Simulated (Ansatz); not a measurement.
## Geometry relaxation of CoSi16 (part 3 of 3)

The same run, continued: CoSi16 (defect cell, 17 atoms in the cell); DFT PBE, scalar-relativistic, plane waves, PAW, PAW set soft_1, spin-polarised (Ansatz 0.2.0); cutoff 420 eV, 2×2×2 k-mesh, Gaussian smearing of 0.02 eV, collinear spins. It belongs to a series of runs on one base structure; here: end point B relaxed.

Geometry of the input (Å; fractional positions):
```
0.0000  5.4300  5.4300
5.4300  0.0000  5.4300
5.4300  5.4300  0.0000
Si 0.0000  0.0000  0.0000
Si 0.1250  0.1250  0.1250
Si -0.0000  0.0000  0.5000
Si 0.1250  0.1250  0.6250
Si -0.0000  0.5000  0.0000
Si 0.1250  0.6250  0.1250
Si -0.0000  0.5000  0.5000
Si 0.1250  0.6250  0.6250
Si 0.5000  -0.0000  0.0000
Si 0.6250  0.1250  0.1250
Si 0.5000  0.0000  0.5000
Si 0.6250  0.1250  0.6250
Si 0.5000  0.5000  0.0000
Si 0.6250  0.6250  0.1250
Si 0.5000  0.5000  0.5000
Si 0.6250  0.6250  0.6250
Co 0.8165  0.8113  0.3029
```

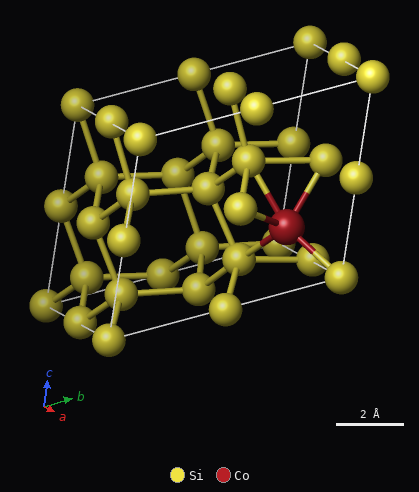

*The geometry at step 9 of the log (ball-and-stick view of the cell of the calculation, seen slightly off an axis).*

## Trajectory as extended XYZ, continued
```
17
Lattice="0.0000 5.4300 5.4300 5.4300 0.0000 5.4300 5.4300 5.4300 0.0000" Properties=species:S:1:pos:R:3:forces:R:3 step=6 energy=-15296.54553
Si    0.0089    0.0144    0.0015   -0.0454  -0.0356  -0.0615
Si    1.3474    1.3483    1.3505    0.0190   0.0171  -0.0261
Si    2.6988    2.6976   -0.0206    0.0055   0.0010  -0.0078
Si    4.0590    4.0537    1.3272    0.0140   0.0165   0.0157
Si    2.6860    0.0542    2.7688   -0.0010   0.0178   0.0183
Si    4.0000    1.4002    4.1115    0.0095   0.0558   0.0304
Si    5.4288    2.7185    2.7306   -0.0658  -0.0420  -0.0288
Si    6.7743    4.0657    4.0607    0.0210  -0.0335   0.0149
Si    0.0511    2.6866    2.7660    0.0144  -0.0040   0.0158
Si    1.3953    4.0049    4.1058    0.0668  -0.0002   0.0311
Si    2.7190    5.4293    2.7257   -0.0343  -0.0631  -0.0355
Si    4.0652    6.7735    4.0590   -0.0370   0.0194   0.0148
Si    2.8403    2.8506    5.5866   -0.0275  -0.0188   0.0054
Si    4.2192    4.2222    6.9425   -0.0384  -0.0392  -0.0451
Si    5.4752    5.4754    5.4019    0.0065   0.0071  -0.0112
Si    6.8128    6.8121    6.7300    0.0599   0.0501  -0.0140
Co    5.7687    5.7708    8.4912    0.0327   0.0518   0.0837
17
Lattice="0.0000 5.4300 5.4300 5.4300 0.0000 5.4300 5.4300 5.4300 0.0000" Properties=species:S:1:pos:R:3:forces:R:3 step=7 energy=-15296.54384 accepted=F
Si    0.0009    0.0088   -0.0025    0.0293   0.0255   0.0570
Si    1.3478    1.3446    1.3409   -0.0049  -0.0035   0.0812
Si    2.6922    2.6864   -0.0422   -0.0277  -0.0251  -0.0145
Si    4.0501    4.0416    1.3049    0.0083   0.0115  -0.0007
Si    2.6925    0.0703    2.7803   -0.0029  -0.0469  -0.0318
Si    3.9947    1.4239    4.1316    0.0400  -0.0351  -0.0780
Si    5.4083    2.7150    2.7186    0.0290   0.0325   0.0648
Si    6.7708    4.0561    4.0425    0.0033   0.0770  -0.0141
Si    0.0648    2.6878    2.7728   -0.0460  -0.0055  -0.0338
Si    1.4131    4.0015    4.1180   -0.0431   0.0457  -0.0800
Si    2.7159    5.4069    2.7092    0.0191   0.0302   0.0705
Si    4.0566    6.7643    4.0392    0.0738   0.0055  -0.0134
Si    2.8326    2.8536    5.6176    0.0429   0.0190  -0.0050
Si    4.2256    4.2286    6.9479    0.0486   0.0489   0.0383
Si    5.4769    5.4751    5.3875   -0.0517  -0.0551  -0.0194
Si    6.8090    6.8063    6.7307   -0.0610  -0.0544   0.0432
Co    5.7982    5.8075    8.5417   -0.0571  -0.0703  -0.0643
17
Lattice="0.0000 5.4300 5.4300 5.4300 0.0000 5.4300 5.4300 5.4300 0.0000" Properties=species:S:1:pos:R:3:forces:R:3 step=8 energy=-15296.54853
Si    0.0108    0.0203    0.0013   -0.0150  -0.0325  -0.0239
Si    1.3572    1.3522    1.3461    0.0070   0.0103  -0.0072
Si    2.7041    2.6972   -0.0342   -0.0003  -0.0011   0.0093
Si    4.0634    4.0534    1.3157   -0.0126   0.0096   0.0219
Si    2.6972    0.0657    2.7718    0.0027  -0.0010   0.0178
Si    3.9955    1.4198    4.1241   -0.0011   0.0182   0.0203
Si    5.4172    2.7183    2.7333   -0.0133  -0.0094  -0.0230
Si    6.7809    4.0650    4.0478    0.0112  -0.0138   0.0005
Si    0.0598    2.6900    2.7627   -0.0002   0.0005   0.0180
Si    1.4069    4.0031    4.1074    0.0043   0.0007   0.0293
Si    2.7179    5.4164    2.7227    0.0003  -0.0262  -0.0171
Si    4.0660    6.7726    4.0445   -0.0186   0.0140  -0.0008
Si    2.8194    2.8438    5.6132    0.0151  -0.0122  -0.0336
Si    4.2177    4.2202    6.9392    0.0006  -0.0006  -0.0196
Si    5.4692    5.4661    5.3870   -0.0001  -0.0017  -0.0057
Si    6.7972    6.7937    6.7371    0.0113   0.0356  -0.0222
Co    5.7695    5.7803    8.5191    0.0088   0.0095   0.0360
17
Lattice="0.0000 5.4300 5.4300 5.4300 0.0000 5.4300 5.4300 5.4300 0.0000" Properties=species:S:1:pos:R:3:forces:R:3 step=9 energy=-15296.54617 accepted=F
Si    0.0002    0.0023    0.0063    0.0547   0.0283   0.0214
Si    1.3422    1.3410    1.3577   -0.0066  -0.0154   0.0199
Si    2.6851    2.6881   -0.0217   -0.0230  -0.0095  -0.0242
Si    4.0425    4.0482    1.3222    0.0115   0.0143  -0.0360
Si    2.7019    0.0604    2.7768   -0.0243  -0.0242  -0.0499
Si    4.0062    1.4145    4.1219    0.0074  -0.0170  -0.0386
Si    5.4139    2.7166    2.7190    0.0585  -0.0058   0.0156
Si    6.7801    4.0540    4.0420   -0.0122   0.0501   0.0032
Si    0.0580    2.6955    2.7765   -0.0152   0.0004  -0.0281
Si    1.4098    4.0031    4.1235   -0.0148   0.0120  -0.0422
Si    2.7096    5.4160    2.7191   -0.0089   0.0456   0.0280
Si    4.0469    6.7800    4.0428    0.0727  -0.0231   0.0020
Si    2.8486    2.8458    5.6004   -0.0131   0.0129   0.0805
Si    4.2349    4.2323    6.9336   -0.0014  -0.0006   0.0194
Si    5.4752    5.4775    5.3693   -0.0071   0.0076   0.0199
Si    6.8039    6.8108    6.7202   -0.0462  -0.0548   0.0461
Co    5.7910    5.7920    8.5292   -0.0319  -0.0208  -0.0368
17
Lattice="0.0000 5.4300 5.4300 5.4300 0.0000 5.4300 5.4300 5.4300 0.0000" Properties=species:S:1:pos:R:3:forces:R:3 step=10 energy=-15296.54938
Si    0.0093    0.0131    0.0028   -0.0091  -0.0078  -0.0035
Si    1.3502    1.3509    1.3491    0.0036  -0.0031  -0.0007
Si    2.6986    2.6946   -0.0298   -0.0043   0.0066   0.0015
Si    4.0554    4.0537    1.3198    0.0055   0.0011  -0.0063
Si    2.6927    0.0616    2.7710    0.0058   0.0059   0.0049
Si    3.9996    1.4130    4.1189    0.0031   0.0049  -0.0071
Si    5.4194    2.7176    2.7267   -0.0162  -0.0013   0.0060
Si    6.7781    4.0621    4.0492    0.0043  -0.0059  -0.0024
Si    0.0581    2.6937    2.7668    0.0006   0.0070   0.0062
Si    1.4072    4.0029    4.1139    0.0118   0.0008  -0.0025
Si    2.7161    5.4196    2.7226   -0.0052  -0.0107   0.0080
Si    4.0630    6.7756    4.0459   -0.0046  -0.0010  -0.0001
Si    2.8327    2.8413    5.6047   -0.0023  -0.0044   0.0028
Si    4.2193    4.2237    6.9374    0.0014  -0.0064  -0.0036
Si    5.4707    5.4699    5.3857   -0.0027   0.0054  -0.0023
Si    6.7997    6.8015    6.7319    0.0109   0.0048  -0.0114
Co    5.7800    5.7834    8.5221   -0.0026   0.0041   0.0106
17
Lattice="0.0000 5.4300 5.4300 5.4300 0.0000 5.4300 5.4300 5.4300 0.0000" Properties=species:S:1:pos:R:3:forces:R:3 step=11 energy=-15296.54954
Si    0.0089    0.0124    0.0031    0.0009  -0.0041   0.0034
Si    1.3501    1.3499    1.3505    0.0022   0.0020  -0.0007
Si    2.6944    2.6956   -0.0308    0.0005  -0.0015   0.0000
Si    4.0539    4.0534    1.3171   -0.0009   0.0021   0.0004
Si    2.6971    0.0625    2.7704   -0.0021  -0.0007   0.0017
Si    4.0000    1.4155    4.1200   -0.0010   0.0052  -0.0033
Si    5.4162    2.7173    2.7256   -0.0006   0.0010   0.0012
Si    6.7782    4.0629    4.0443    0.0025  -0.0010   0.0002
Si    0.0603    2.6952    2.7693   -0.0021  -0.0008   0.0005
Si    1.4113    4.0024    4.1164    0.0019   0.0016  -0.0013
Si    2.7156    5.4173    2.7235    0.0023  -0.0024   0.0032
Si    4.0602    6.7781    4.0444    0.0011   0.0017  -0.0007
Si    2.8327    2.8390    5.6096    0.0009  -0.0041  -0.0010
Si    4.2230    4.2234    6.9359    0.0017   0.0034   0.0004
Si    5.4697    5.4707    5.3808   -0.0016  -0.0014  -0.0011
Si    6.7980    6.7986    6.7320   -0.0027   0.0016  -0.0010
Co    5.7804    5.7839    8.5266   -0.0028  -0.0027  -0.0018
17
Lattice="0.0000 5.4300 5.4300 5.4300 0.0000 5.4300 5.4300 5.4300 0.0000" Properties=species:S:1:pos:R:3:forces:R:3 step=12 energy=-15296.54956
Si    0.0090    0.0122    0.0033    0.0031  -0.0011   0.0019
Si    1.3505    1.3503    1.3504   -0.0008   0.0000   0.0007
Si    2.6954    2.6954   -0.0306   -0.0011  -0.0008   0.0003
Si    4.0538    4.0541    1.3174   -0.0004   0.0010  -0.0001
Si    2.6972    0.0631    2.7709   -0.0007  -0.0017  -0.0007
Si    4.0000    1.4165    4.1201   -0.0012   0.0025  -0.0012
Si    5.4157    2.7174    2.7256    0.0023  -0.0001   0.0005
Si    6.7792    4.0618    4.0439   -0.0003   0.0023  -0.0009
Si    0.0605    2.6962    2.7689   -0.0001  -0.0001   0.0003
Si    1.4122    4.0023    4.1168   -0.0002   0.0006   0.0003
Si    2.7154    5.4172    2.7241    0.0006  -0.0007   0.0013
Si    4.0606    6.7787    4.0436    0.0014   0.0007  -0.0008
Si    2.8321    2.8379    5.6109    0.0011  -0.0009  -0.0002
Si    4.2228    4.2241    6.9354    0.0016   0.0020   0.0002
Si    5.4693    5.4699    5.3791   -0.0003  -0.0011   0.0004
Si    6.7966    6.7976    6.7319   -0.0034   0.0009   0.0000
Co    5.7796    5.7834    8.5272   -0.0018  -0.0035  -0.0020
```

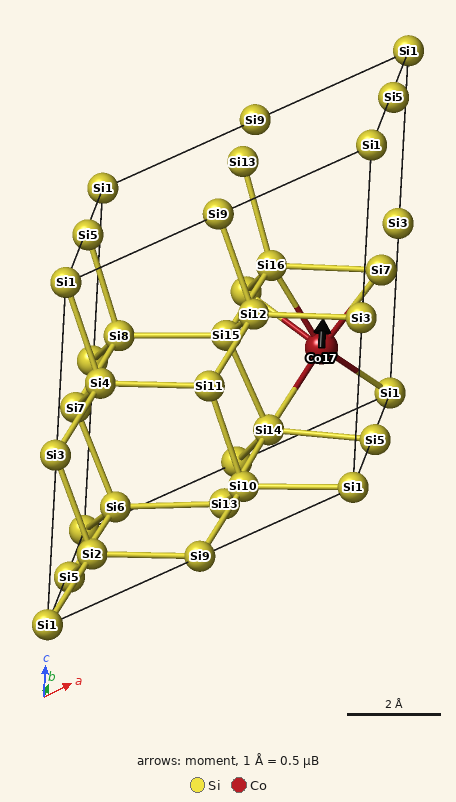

*Magnetic moments of the sites as black arrows (ball-and-stick view of the cell of the calculation, seen at an oblique angle; atoms are numbered from 1 in the order of the input); small moments hardly show. The run is collinear, so the axis drawn is arbitrary.*

Site moments: Co17 (0.34 μB). They are counted near the atoms and needn't add up to the moment of the cell.

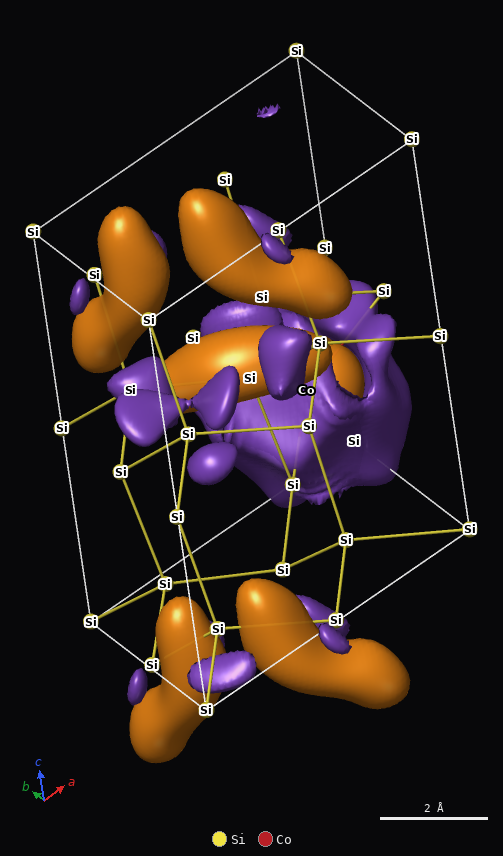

*Isosurfaces of the magnetisation density (up minus down) at +0.0008 (orange) and −0.0008 e/Å³ (purple), seen slightly off an axis. Sticks mark near contacts. The outline is the calculation cell.*

The spin density sits on Co: +0.3 μB in one cell of 17 atoms: a single local moment. The cell of the calculation (17 atoms) carries 0.5 μB net. Core electrons are frozen (PAW), so the fields are smoothed inside the atomic spheres.

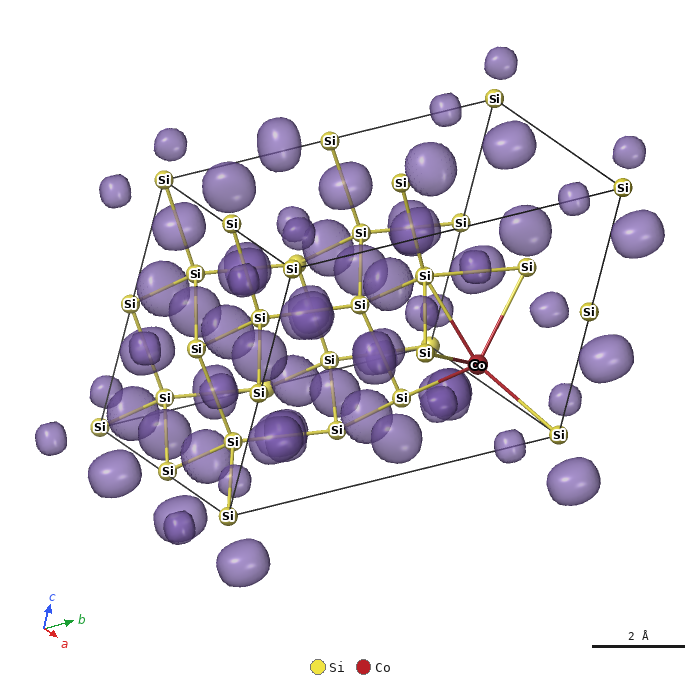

*Isosurface of the electron localisation function at 0.85 (purple), seen slightly off an axis. Core shells and regions of very low density are left out. Sticks mark near contacts. The outline is the calculation cell.*

Profiles from the grid: Co–Si (2.30 Å): the ELF is about 0.45 at the midpoint. Si–Si (2.31 Å): the ELF peaks at about 0.95 between the atoms, as expected for localised, shared-pair bonding.

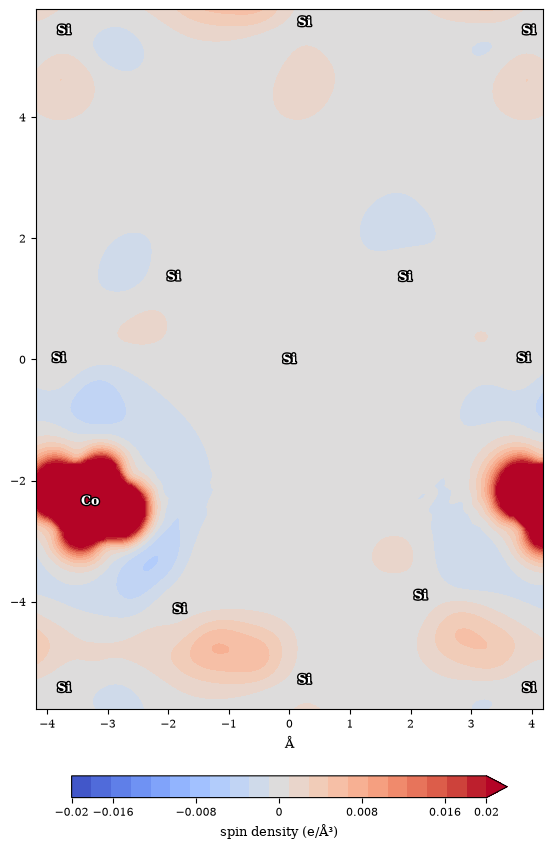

*Spin density on the (011̄) plane of the calculation cell.*

The spin density sits on Co: +0.3 μB in one cell of 17 atoms: a single local moment. The cell of the calculation (17 atoms) carries 0.5 μB net.

## Results in brief

- outcome: converged
- electrons treated: 81
- free energy: −15296.5496 eV
- Fermi energy: 7.100 eV
- net moment of the cell: 0.50 μB
- integrated absolute moment: 0.65 μB
- final volume: 320.21 Å³
- largest force (length of the vector) at the end: 0.004 eV/Å
- wall time: 2.5 min (CPU time 4.9 min)
- peak memory: 0.74 GiB

## Remarks

The electronic state found may not be the lowest one. The k-point mesh is coarse for a cell of this size, so the results may not be converged.
